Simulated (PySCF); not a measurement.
O3S, SMILES O=S(=O)=O, singlet at its B3LYP/def2-SVP optimised geometry (Å):

```
4

O     -1.0886     1.2570     0.0000
S     -0.3628     0.0000     0.0000
O     -1.0887    -1.2570    -0.0001
O      1.0887     0.0000     0.0000
```

Level of theory: PySCF with B3LYP/def2-TZVP.

Map of the LUMO amplitude (bohr^(-3/2)) on the plane z = 0.6 Å; orbital energy -3.07 eV, overall sign arbitrary:

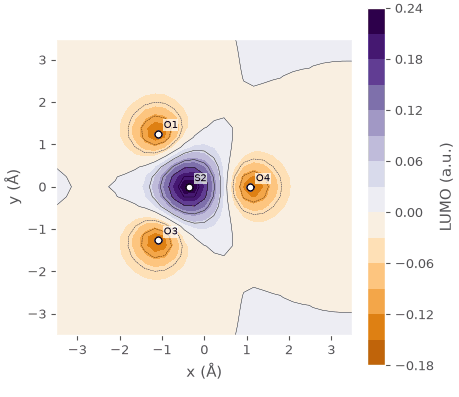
LUMO amplitude (bohr^(-3/2)) on the plane z = 0.6 Å.
